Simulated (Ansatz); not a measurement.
CH4Cl3Ga: geometry relaxation (part 1 of 2)

The run: geometry relaxation of CH4Cl3Ga. Method and program: RKS r2SCANh-D4/def2-SVP (Ansatz 0.2.0).

The input holds or restrains some coordinates. It belongs to a series of runs on one base structure; here: pulled along the bonds that form and break, towards end B. Figures and captions count atoms from 1; the log counts them from 0 in places.

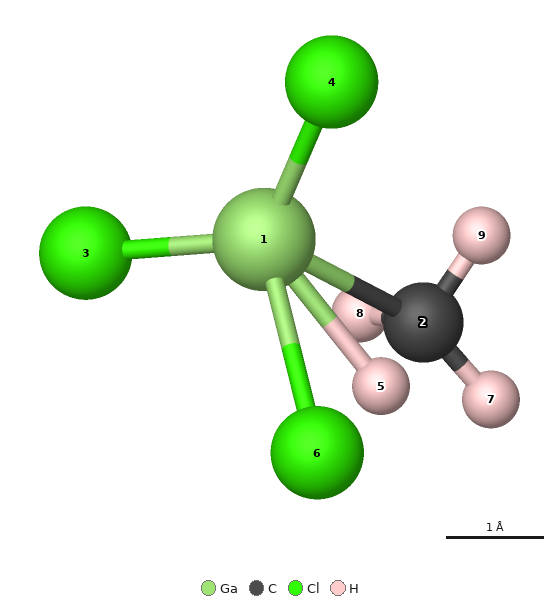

**Figure 1.** The structure as given in the input (ball-and-stick view, seen at a tilt; atoms are numbered from 1 in the order of the input). Sticks mark near contacts. Bond lengths as drawn: Cl–Ga 2.08 to 2.61 Å, C–Ga 2.31 Å, C–H 1.09 Å and Ga–H 1.96 Å.

Input:
```yaml
crystal:
  periodic: [false, false, false]
  atoms:
    - { symbol: Ga, position_ang: [-0.228, -1.1294, 0.3917] }
    - { symbol: C, position_ang: [-0.1826, 1.0414, -0.3885] }
    - { symbol: Cl, position_ang: [-0.7118, -2.4495, -1.137] }
    - { symbol: Cl, position_ang: [-0.9641, -1.1951, 2.3323] }
    - { symbol: H, position_ang: [0.9807, 0.3485, -0.0608] }
    - { symbol: Cl, position_ang: [2.3433, -0.6628, 0.4076] }
    - { symbol: H, position_ang: [0.3791, 1.9255, -0.7022] }
    - { symbol: H, position_ang: [-0.7742, 0.7449, -1.2599] }
    - { symbol: H, position_ang: [-0.8424, 1.3765, 0.4169] }
basis:
  gaussian: { orbitals: def2-SVP }
hamiltonian:
  xc: r2scanh
  dispersion: d4
relax:
  f_tol: 0.15
  max_steps: 25
  restrain:
    - { distance: [0, 5], at: 2.24, k: 30.0 }
    - { distance: [4, 1], at: 1.07, k: 30.0 }
    - { distance: [0, 1], at: 3.28, k: 30.0 }
    - { distance: [4, 5], at: 2.63, k: 30.0 }
output:
  orbitals: {}
```

Launch command:
```bash
ansatz run input.yaml --threads 4 --pin off --max-ram 5120MiB --backend cpu --events-out ev --progress --plain --runs-dir out
```

Output:
```
The last accepted step is kept in [file] (removed where the run ends without a failure and the disk answers)
Engine: ansatz 0.2.0, aarch64-unknown-linux-gnu
Functional definition: r2SCANh
  parameter a = 0.1
  parameter k0 = 0.174
  parameter k1 = 0.065
  parameter a1 = 4.9479
  exchange = (1 - a)*r2scan_x(k0 = k0, k1 = k1, a1 = a1) + a*exact_x
  correlation = r2scan_c
1223 factors; integrals over basis functions are off by at most 3.7e-4 eV
mean field evaluation 1: about -91023.4232 eV, gradient 4.7e1 eV
mean field evaluation 2: about -91019.6142 eV, gradient 6.1e1 eV
mean field evaluation 4: about -91028.2622 eV, gradient 1.8e0 eV
mean field evaluation 8: about -91028.2688 eV, gradient 6.7e-2 eV
mean field -91028.26876643 eV, -3345.2271759895 hartree, gradient 1.7e-5 eV, S^2 0.000000; 0 other end points of the search recorded, 0 dependent functions left out
the calculation of the forces begins
reference -91028.26877592 eV, -3345.2271763386 hartree; 46, 46 occupied and 74, 74 virtual orbitals, 1223 factors
relax step   1: F+E_penalty+E_count = -91028.34458909 eV  Δ(F+E_penalty+E_count) = +0.000e0 eV  max|allowed force component| = 2.485e0 eV/Å  E_restraint = 29.19661701 eV  max|allowed force component, restraints' pulls added| = 2.986e1 eV/Å  Δτ_max = 0.0000 Å  (26 SCF iters, accepted)
  distance Ga 0 - Cl 5 = 2.6133 Å
  distance H 4 - C 1 = 1.3931 Å
  distance Ga 0 - C 1 = 2.3072 Å
  distance H 4 - Cl 5 = 1.7603 Å
these checks for a lower state are left out or cut short: starts, cluster_reference, orbital_swaps, neighbouring_geometries, increment
1223 factors; integrals over basis functions are off by at most 5.0e-4 eV
mean field evaluation 16: about -91028.0235 eV, gradient 1.4e1 eV
mean field -91028.68179697 eV, -3345.2423545822 hartree, gradient 1.7e-5 eV, S^2 0.000000; 0 other end points of the search recorded, 0 dependent functions left out
the calculation of the forces begins
reference -91028.68180649 eV, -3345.2423549319 hartree; 46, 46 occupied and 74, 74 virtual orbitals, 1223 factors
relax step   2: F+E_penalty+E_count = -91028.75690343 eV  Δ(F+E_penalty+E_count) = -4.123e-1 eV  max|allowed force component| = 4.230e0 eV/Å  E_restraint = 14.43944709 eV  max|allowed force component, restraints' pulls added| = 1.985e1 eV/Å  Δτ_max = 0.1950 Å  (33 SCF iters, accepted)
  distance Ga 0 - Cl 5 = 2.5420 Å
  distance H 4 - C 1 = 1.2524 Å
  distance Ga 0 - C 1 = 2.5765 Å
  distance H 4 - Cl 5 = 2.0442 Å
these checks for a lower state are left out or cut short: starts, cluster_reference, orbital_swaps, neighbouring_geometries, increment
1223 factors; integrals over basis functions are off by at most 5.8e-4 eV
mean field -91029.19695964 eV, -3345.2612864608 hartree, gradient 1.4e-5 eV, S^2 0.000000; 0 other end points of the search recorded, 0 dependent functions left out
the calculation of the forces begins
reference -91029.19696916 eV, -3345.2612868107 hartree; 46, 46 occupied and 74, 74 virtual orbitals, 1223 factors
relax step   3: F+E_penalty+E_count = -91029.27152489 eV  Δ(F+E_penalty+E_count) = -5.146e-1 eV  max|allowed force component| = 4.815e0 eV/Å  E_restraint = 5.17972186 eV  max|allowed force component, restraints' pulls added| = 1.070e1 eV/Å  Δτ_max = 0.1974 Å  (28 SCF iters, accepted)
  distance Ga 0 - Cl 5 = 2.4239 Å
  distance H 4 - C 1 = 1.1310 Å
  distance Ga 0 - C 1 = 2.8264 Å
  distance H 4 - Cl 5 = 2.3106 Å
these checks for a lower state are left out or cut short: starts, cluster_reference, orbital_swaps, neighbouring_geometries, increment
1223 factors; integrals over basis functions are off by at most 5.7e-4 eV
mean field evaluation 32: about -91029.5417 eV, gradient 2.6e-1 eV
mean field -91029.54127340 eV, -3345.2739397583 hartree, gradient 1.2e-5 eV, S^2 0.000000; 0 other end points of the search recorded, 0 dependent functions left out
the calculation of the forces begins
reference -91029.54128298 eV, -3345.2739401103 hartree; 46, 46 occupied and 74, 74 virtual orbitals, 1223 factors
relax step   4: F+E_penalty+E_count = -91029.61528902 eV  Δ(F+E_penalty+E_count) = -3.438e-1 eV  max|allowed force component| = 3.494e0 eV/Å  E_restraint = 1.03787369 eV  max|allowed force component, restraints' pulls added| = 5.090e0 eV/Å  Δτ_max = 0.1919 Å  (27 SCF iters, accepted)
  distance Ga 0 - Cl 5 = 2.2925 Å
  distance H 4 - C 1 = 1.0782 Å
  distance Ga 0 - C 1 = 3.0581 Å
  distance H 4 - Cl 5 = 2.4991 Å
these checks for a lower state are left out or cut short: starts, cluster_reference, orbital_swaps, neighbouring_geometries, increment
1223 factors; integrals over basis functions are off by at most 5.7e-4 eV
mean field -91030.00619480 eV, -3345.2910253047 hartree, gradient 1.6e-5 eV, S^2 0.000000; 0 other end points of the search recorded, 0 dependent functions left out
the calculation of the forces begins
reference -91030.00620463 eV, -3345.2910256658 hartree; 46, 46 occupied and 74, 74 virtual orbitals, 1223 factors
relax step   5: F+E_penalty+E_count = -91030.07866008 eV  Δ(F+E_penalty+E_count) = -4.634e-1 eV  max|allowed force component| = 1.165e0 eV/Å  E_restraint = 0.04999835 eV  max|allowed force component, restraints' pulls added| = 1.165e0 eV/Å  Δτ_max = 0.1927 Å  (27 SCF iters, accepted)
  distance Ga 0 - Cl 5 = 2.1881 Å
  distance H 4 - C 1 = 1.0740 Å
  distance Ga 0 - C 1 = 3.2670 Å
  distance H 4 - Cl 5 = 2.6513 Å
these checks for a lower state are left out or cut short: starts, cluster_reference, orbital_swaps, neighbouring_geometries, increment
1223 factors; integrals over basis functions are off by at most 6.2e-4 eV
mean field -91030.06381837 eV, -3345.2931429316 hartree, gradient 8.2e-6 eV, S^2 0.000000; 0 other end points of the search recorded, 0 dependent functions left out
the calculation of the forces begins
reference -91030.06382817 eV, -3345.2931432919 hartree; 46, 46 occupied and 74, 74 virtual orbitals, 1223 factors
relax step   6: F+E_penalty+E_count = -91030.13545027 eV  Δ(F+E_penalty+E_count) = -5.679e-2 eV  max|allowed force component| = 1.068e0 eV/Å  E_restraint = 0.03124978 eV  max|allowed force component, restraints' pulls added| = 2.852e-1 eV/Å  Δτ_max = 0.2000 Å  (27 SCF iters, accepted)
  distance Ga 0 - Cl 5 = 2.2006 Å
  distance H 4 - C 1 = 1.0867 Å
  distance Ga 0 - C 1 = 3.2781 Å
  distance H 4 - Cl 5 = 2.6458 Å
these checks for a lower state are left out or cut short: starts, cluster_reference, orbital_swaps, neighbouring_geometries, increment
1223 factors; integrals over basis functions are off by at most 6.4e-4 eV
mean field -91030.05812582 eV, -3345.2929337345 hartree, gradient 5.4e-6 eV, S^2 0.000000; 0 other end points of the search recorded, 0 dependent functions left out
the calculation of the forces begins
reference -91030.05813558 eV, -3345.2929340930 hartree; 46, 46 occupied and 74, 74 virtual orbitals, 1223 factors
relax step   7: F+E_penalty+E_count = -91030.13027757 eV  Δ(F+E_penalty+E_count) = +5.173e-3 eV  max|allowed force component| = 1.086e0 eV/Å  E_restraint = 0.02569861 eV  max|allowed force component, restraints' pulls added| = 2.926e-1 eV/Å  Δτ_max = 0.0900 Å  (27 SCF iters, accepted)
  distance Ga 0 - Cl 5 = 2.2012 Å
  distance H 4 - C 1 = 1.0815 Å
  distance Ga 0 - C 1 = 3.2790 Å
  distance H 4 - Cl 5 = 2.6386 Å
these checks for a lower state are left out or cut short: starts, cluster_reference, orbital_swaps, neighbouring_geometries, increment
1223 factors; integrals over basis functions are off by at most 6.4e-4 eV
mean field evaluation 64: about -91030.0664 eV, gradient 1.7e-5 eV
mean field -91030.06637058 eV, -3345.2932367236 hartree, gradient 1.7e-5 eV, S^2 0.000000; 0 other end points of the search recorded, 0 dependent functions left out
the calculation of the forces begins
reference -91030.06638035 eV, -3345.2932370827 hartree; 46, 46 occupied and 74, 74 virtual orbitals, 1223 factors
relax step   8: F+E_penalty+E_count = -91030.13830737 eV  Δ(F+E_penalty+E_count) = -8.030e-3 eV  max|allowed force component| = 1.097e0 eV/Å  E_restraint = 0.02719922 eV  max|allowed force component, restraints' pulls added| = 1.201e-2 eV/Å  Δτ_max = 0.0335 Å  (28 SCF iters, accepted)
```

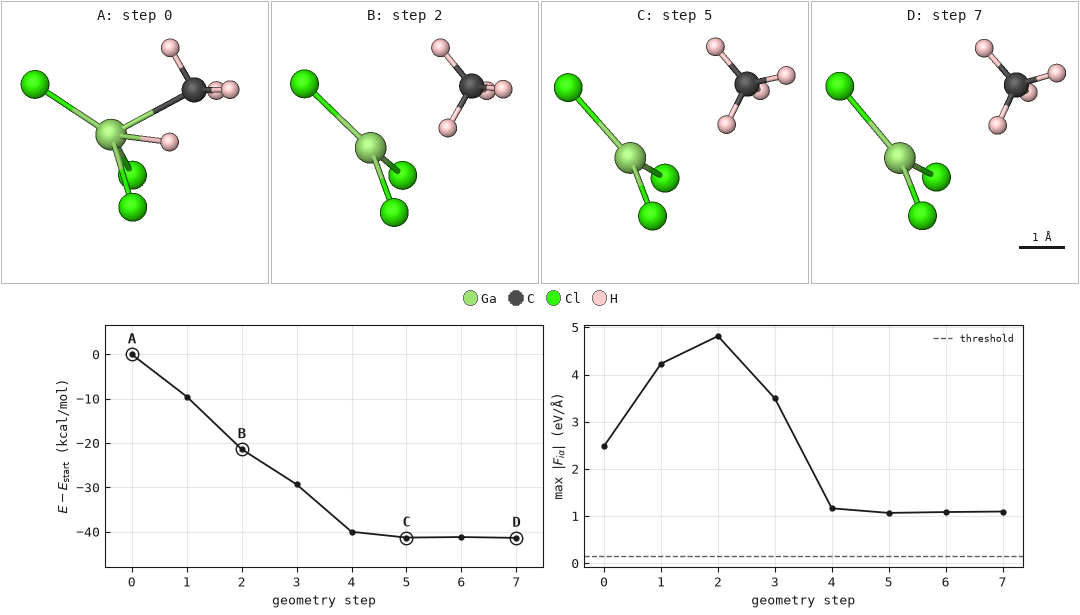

**Figure 2.** Frames of the restrained relaxation (ball-and-stick view, seen at a tilt) above the curves, on which the letters mark them (the first geometry is step 0 here and step 1 in the log).

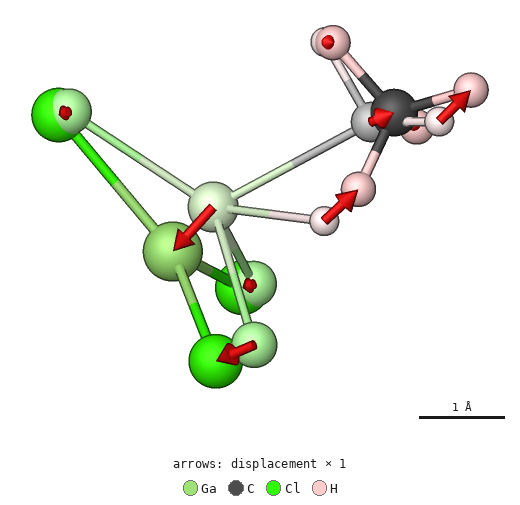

**Figure 3.** Start (faint) and end (solid) with the displacements as red arrows, at true length (ball-and-stick view, seen at a tilt). The two geometries are laid on each other by the best rigid fit. The energy falls by 41.4 kcal/mol in 7 geometry steps. The largest force component goes from 2.5 to 1.1 eV/Å. The atom that moves furthest after the best rigid fit is Ga1 (0.71 Å). By element the largest moves are Ga 0.71 Å, Cl 0.57 Å, H 0.56 Å, C 0.35 Å. Among the contacts that change: Ga1–C2 2.307 → 3.275 Å, Ga1–H5 1.962 → 2.777 Å, Ga1–Cl6 2.613 → 2.202 Å, C2–H5 1.393 → 1.087 Å. New bonds form: C2–H5 (1.39 → 1.09 Å). Bonds break: Ga1–C2 (2.31 → 3.27 Å). Among the angles that change: Cl3–Ga1–Cl6 110.3° → 119.4°, Cl3–Ga1–Cl4 125.8° → 121.2°, H7–C2–H8 105.6° → 108.8°. (Atoms are counted from 1 in the order of the input.)
